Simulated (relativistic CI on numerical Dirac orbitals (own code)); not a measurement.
## Relativistic CI calculation for Nb³⁺

- system: Nb³⁺.
- method: Dirac-Coulomb-Breit CI, KLI orbitals optimised for each configuration, model QED (radiative potential, 1s self-energy scaled to tabulated hydrogen-like ionisation energies), valence Slater integrals scaled by 0.7, multiplet model of core-to-valence dipole absorption in a parametric crystal field (relativistic CI on numerical Dirac orbitals, in-house)

### Summary

```
quantity                      value
 outcome                  converged
hardware  1 CPU thread, shared host
CPU time                     0.53 s
```

### Remarks

Limits: free-ion energies, so absolute edge positions are off by a few eV from solids.

### Input
```
atom Nb  Z=41  charge=3  electrons=38
nucleus A=93  rms_radius_fm=4.3240
hamiltonian dirac-coulomb  breit=on  qed=on  c_scale=1
orbitals kli  potential=per-configuration
slater_scale 0.7
correlation none
mixing on
configurations
  [Kr] 4d2
  [Ne] 3s2 3p5 3d10 4s2 4p6 4d3
end
absorption M2,3 T=80 lorentz=3.0 gauss=0.4
crystal_field Oh 10Dq=21000
```

The program writes its results to a structured record and prints no log; tables and figures of this report are taken from that record.

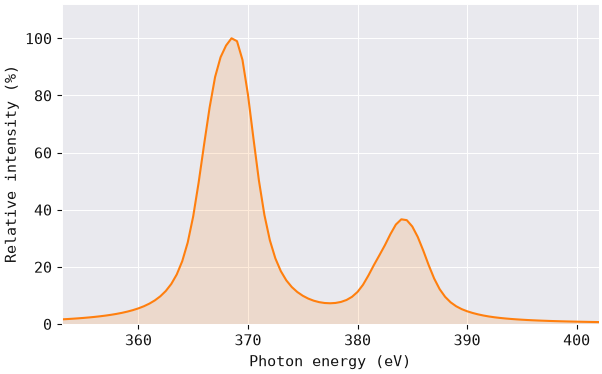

Figure 1. M₂,₃ X-ray absorption of Nb³⁺, [Kr] 4d², in a field of Oh symmetry with 10Dq = 21,000 cm⁻¹. Multiplet model: relativistic Dirac–Coulomb–Breit theory, one configuration a step, Slater integrals scaled by 0.7, 80 K, Voigt broadening (Lorentzian 3 eV, Gaussian 0.4 eV full widths), computed with a radial Dirac CI code. The main maxima lie at 368.6 eV (100) and 384.2 eV (37), heights in % of the largest; the centroid is at 372.3 eV. The lower edge holds 0.75 of the intensity (branching ratio, edges parted at 378 eV), and the core spin-orbit splitting of the orbitals is 15.8 eV. The ground state has S = 1.00.
